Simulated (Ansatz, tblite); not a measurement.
**Cyclo-(F2GeNMe)3 (C3H9F6Ge3N3): which spin state is lowest**

Is the singlet the ground state of cyclo-(F2GeNMe)3 (C3H9F6Ge3N3)? Other spin states are computed and compared level by level.

Method: as each input shows; program: Ansatz 0.2.0, Gaussian basis.

Plan: triplet, at the geometry of the singlet (GFN1-xTB, GFN2-xTB, PBE0-D4/def2-TZVP, PBE-D4/def2-TZVP, r2SCAN-D4/def2-TZVP); the singlet's energies come from earlier runs.

## (1) The geometry

The singlet was relaxed beforehand with PBE-D4/def2-SVP.

24 atoms, charge 0, spin multiplicity 1.

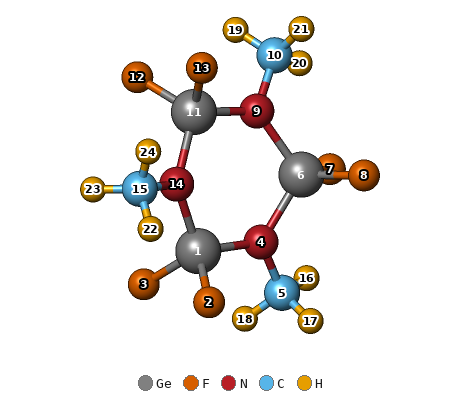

The structure; germanium grey, fluorine orange, nitrogen red, carbon blue, hydrogen amber; atoms are numbered from 1 in the order of the file.

Coordinates:

```xyz
24
charge 0, multiplicity 1
Ge    0.55854   -1.07827   -1.42814
F     1.08537   -0.73404   -3.05878
F     0.67679   -2.82181   -1.39215
N    -1.17585   -0.62804   -1.13249
C    -2.21969   -1.28649   -1.94631
Ge   -1.67673    0.66363    0.04874
F    -3.24302    0.23203    0.69259
F    -2.01157    2.19073   -0.73526
N    -0.52083    0.83807    1.44447
C    -1.03285    1.36852    2.72583
Ge    1.25455    0.48053    1.30818
F     1.71287   -0.50190    2.67935
F     2.25728    1.89179    1.54915
N     1.70887   -0.21577   -0.31140
C     3.13153   -0.14064   -0.71615
H    -3.18623   -1.26424   -1.40556
H    -2.35339   -0.79748   -2.93435
H    -1.95406   -2.35053   -2.10954
H    -0.50817    0.88000    3.57167
H    -2.11131    1.13527    2.82401
H    -0.89742    2.46753    2.81010
H     3.20281   -0.08906   -1.82009
H     3.71311   -1.01823   -0.36290
H     3.58943    0.77838   -0.30098
```

## (2) Triplet at the fixed geometry, GFN1-xTB

Tight binding, by tblite at 300 K electronic temperature and without a spin-polarisation term:

```python
tblite.interface.Calculator('GFN1-xTB', numbers, positions, charge=0, uhf=2).singlepoint()
```

Energy -1538.7951 eV; 0.068 s.

## (3) Triplet at the fixed geometry, GFN2-xTB

Tight binding, by tblite at 300 K electronic temperature and without a spin-polarisation term:

```python
tblite.interface.Calculator('GFN2-xTB', numbers, positions, charge=0, uhf=2).singlepoint()
```

Energy -1473.0229 eV; 0.053 s.

## (4) Triplet at the fixed geometry, PBE0-D4/def2-TZVP

in.yaml

```yaml
crystal:
  periodic: [false, false, false]
  atoms:
    - {symbol: Ge, position_ang: [0.558543, -1.078269, -1.428140]}
    - {symbol: F, position_ang: [1.085374, -0.734044, -3.058780]}
    - {symbol: F, position_ang: [0.676790, -2.821810, -1.392150]}
    - {symbol: N, position_ang: [-1.175854, -0.628038, -1.132487]}
    - {symbol: C, position_ang: [-2.219690, -1.286488, -1.946311]}
    - {symbol: Ge, position_ang: [-1.676730, 0.663627, 0.048738]}
    - {symbol: F, position_ang: [-3.243025, 0.232026, 0.692588]}
    - {symbol: F, position_ang: [-2.011574, 2.190725, -0.735265]}
    - {symbol: N, position_ang: [-0.520830, 0.838074, 1.444472]}
    - {symbol: C, position_ang: [-1.032848, 1.368525, 2.725828]}
    - {symbol: Ge, position_ang: [1.254547, 0.480533, 1.308180]}
    - {symbol: F, position_ang: [1.712875, -0.501903, 2.679353]}
    - {symbol: F, position_ang: [2.257284, 1.891793, 1.549154]}
    - {symbol: N, position_ang: [1.708875, -0.215774, -0.311403]}
    - {symbol: C, position_ang: [3.131528, -0.140635, -0.716151]}
    - {symbol: H, position_ang: [-3.186235, -1.264237, -1.405555]}
    - {symbol: H, position_ang: [-2.353395, -0.797475, -2.934348]}
    - {symbol: H, position_ang: [-1.954055, -2.350529, -2.109538]}
    - {symbol: H, position_ang: [-0.508173, 0.879997, 3.571667]}
    - {symbol: H, position_ang: [-2.111314, 1.135271, 2.824009]}
    - {symbol: H, position_ang: [-0.897423, 2.467529, 2.810101]}
    - {symbol: H, position_ang: [3.202809, -0.089061, -1.820089]}
    - {symbol: H, position_ang: [3.713111, -1.018232, -0.362901]}
    - {symbol: H, position_ang: [3.589428, 0.778384, -0.300984]}
basis:
  gaussian: {orbitals: def2-TZVP, fitting: {mean_field: def2-universal-jkfit}}
magnetization: {spin_polarized: true, initial_magnetization: 2}
hamiltonian: {xc: pbe0, dispersion: d4}
scf: {omitted_lower_state_checks: [starts]}
output: {orbitals: {seedname: orbitals}}
```

Started as:

```sh
$ ansatz run in.yaml --threads 2 --pin off --events-out ev --progress --plain --max-ram 32768MiB --backend cuda --devices 0, --max-vram 18GiB
```

The log of the run:

```text
Functional definition: PBE0
  name "PBE0"
  cite "Adamo & Barone, J. Chem. Phys. 110, 6158 (1999) doi:10.1063/1.478522"
  cite "Perdew, Burke & Ernzerhof, Phys. Rev. Lett. 77, 3865 (1996) doi:10.1103/PhysRevLett.77.3865"
  parent pbe
  parameter a = 0.25
  parameter kappa = 0.804
  parameter beta = 0.06672455060314922
  exchange = (1 - a)*pbe_x(kappa = kappa, mu = beta*pi^2/3) + a*exact_x
  correlation = pbe_c(beta = beta)
these checks for a lower state are left out or cut short: starts
1878 factors; integrals over basis functions are off by at most 1.6e0 eV
mean field evaluation 1: about -193529.4314 eV, gradient 8.3e1 eV
mean field evaluation 2: about -193498.2708 eV, gradient 1.3e2 eV
mean field evaluation 4: about -193551.9093 eV, gradient 4.6e0 eV
mean field evaluation 8: about -193552.0222 eV, gradient 3.1e-1 eV
mean field evaluation 16: about -193552.0248 eV, gradient 1.2e-2 eV
mean field evaluation 32: about -193552.0385 eV, gradient 2.2e-5 eV
mean field -193552.03852416 eV, -7112.9062214793 hartree, gradient 7.5e-6 eV, S^2 2.008622; 0 other end points of the search recorded, 0 dependent functions left out
reference -193552.03856283 eV, -7112.9062229004 hartree; 100, 98 occupied and 470, 472 virtual orbitals, 1878 factors
Total energy: -193552.82638368 eV, -7112.9351747824 hartree
Checks for a lower state left out: starts
```

Wall time 30 s (1 × H100 (card shared with other runs) with 2 threads of AMD EPYC 7R13, shared host); peak host memory 1.2 GiB.

From the report: HOMO -3.23 eV, LUMO -6.53 eV (over both spins; with the spin held, an empty level of the minority spin lies below the top filled one); ⟨S²⟩ 2.009 (pure: 2.00).

## (5) Triplet at the fixed geometry, PBE-D4/def2-TZVP

start.molden holds the orbitals of an earlier run on this state, given as this run's starting guess.

Edit in.yaml of step 4 so:

```diff
@@ -28,5 +28,5 @@
 basis:
-  gaussian: {orbitals: def2-TZVP, fitting: {mean_field: def2-universal-jkfit}}
+  gaussian: {orbitals: def2-TZVP, fitting: {mean_field: def2-universal-jkfit}, initial_orbitals: start.molden}
 magnetization: {spin_polarized: true, initial_magnetization: 2}
-hamiltonian: {xc: pbe0, dispersion: d4}
+hamiltonian: {xc: pbe, dispersion: d4}
 scf: {omitted_lower_state_checks: [starts]}
```

Launched as before.

The log of the run:

```text
Functional definition: PBE
  name "PBE"
  cite "Perdew, Burke & Ernzerhof, Phys. Rev. Lett. 77, 3865 (1996) doi:10.1103/PhysRevLett.77.3865"
  parent pbe
  parameter kappa = 0.804
  parameter beta = 0.06672455060314922
  exchange = pbe_x(kappa = kappa, mu = beta*pi^2/3)
  correlation = pbe_c(beta = beta)
these checks for a lower state are left out or cut short: starts
1878 factors; integrals over basis functions are off by at most 1.6e0 eV
mean field evaluation 1: about -193547.3566 eV, gradient 1.5e1 eV
mean field evaluation 2: about -193547.9692 eV, gradient 9.8e-1 eV
mean field evaluation 4: about -193548.0677 eV, gradient 1.1e-1 eV
mean field evaluation 8: about -193548.0718 eV, gradient 1.0e-3 eV
mean field -193548.07180272 eV, -7112.7604471550 hartree, gradient 1.9e-5 eV, S^2 2.003303; 0 other end points of the search recorded, 0 dependent functions left out
reference -193548.07185542 eV, -7112.7604490915 hartree; 100, 98 occupied and 470, 472 virtual orbitals, 1878 factors
Total energy: -193548.97783825 eV, -7112.7937433466 hartree
Checks for a lower state left out: starts
```

Run time: 26 s. Hardware: 1 × H100 (card shared with other runs) with 2 threads of AMD EPYC 7R13, shared host; peak host memory 1.1 GiB.

Report: HOMO -2.71 eV, LUMO -6.96 eV (over both spins; with the spin held, an empty level of the minority spin lies below the top filled one); ⟨S²⟩ 2.003 (pure: 2.00).

## (6) Triplet at the fixed geometry, r2SCAN-D4/def2-TZVP

Edit in.yaml of step 5 so:

```diff
@@ -30,3 +30,3 @@
 magnetization: {spin_polarized: true, initial_magnetization: 2}
-hamiltonian: {xc: pbe, dispersion: d4}
+hamiltonian: {xc: r2scan, dispersion: d4}
 scf: {omitted_lower_state_checks: [starts]}
```

Launched as before.

The log of the run (excerpt; [...] marks lines left out):

```text
Functional definition: r2SCAN
  name "r2SCAN"
  cite "Furness, Kaplan, Ning, Perdew & Sun, J. Phys. Chem. Lett. 11, 8208 (2020) doi:10.1021/acs.jpclett.0c02405"
  cite "Furness, Kaplan, Ning, Perdew & Sun, J. Phys. Chem. Lett. 11, 9248 (2020) doi:10.1021/acs.jpclett.0c03077"
  parent r2scan
[...]
1878 factors; integrals over basis functions are off by at most 1.6e0 eV
[...]
mean field -193587.07908556 eV, -7114.1939383592 hartree, gradient 1.9e-6 eV, S^2 2.008417; 0 other end points of the search recorded, 0 dependent functions left out
reference -193587.07910314 eV, -7114.1939390054 hartree; 100, 98 occupied and 470, 472 virtual orbitals, 1878 factors
Total energy: -193587.32792322 eV, -7114.2030829746 hartree
Checks for a lower state left out: starts
```

Wall time 26 s (1 × H100 (card shared with other runs) with 2 threads of AMD EPYC 7R13, shared host); peak host memory 1.3 GiB.

From the report: HOMO -2.60 eV, LUMO -7.04 eV (over both spins; with the spin held, an empty level of the minority spin lies below the top filled one); ⟨S²⟩ 2.008 (pure: 2.00).

## (7) Triplet less singlet, vertical

The singlet's energies are those of its earlier runs, whose logs aren't repeated here.

| level | triplet less singlet, vertical (eV) | time |
| --- | --- | --- |
| GFN1-xTB | +4.385 | 0.12 s |
| GFN2-xTB | +4.135 | 0.084 s |
| PBE-D4/def2-TZVP | +4.272 | 48 s |
| r2SCAN-D4/def2-TZVP | +4.687 | 48 s |
| PBE0-D4/def2-TZVP | +5.148 | 56 s |

Times add the two runs; a level without a time comes out of a correlated run. Tight binding without a spin term can't rank spin states.

## (8) Results

```
                                                quantity                                   value
triplet less singlet, vertical, functionals in def2-TZVP  +4.272 (PBE-D4) to +5.148 eV (PBE0-D4)
```

What this shows: All functionals put the triplet above the singlet, over a spread of 0.876 eV. The checks for a lower triplet were left out, so another state of that spin may lie lower. These are electronic energies, without zero-point motion, entropy or surroundings.
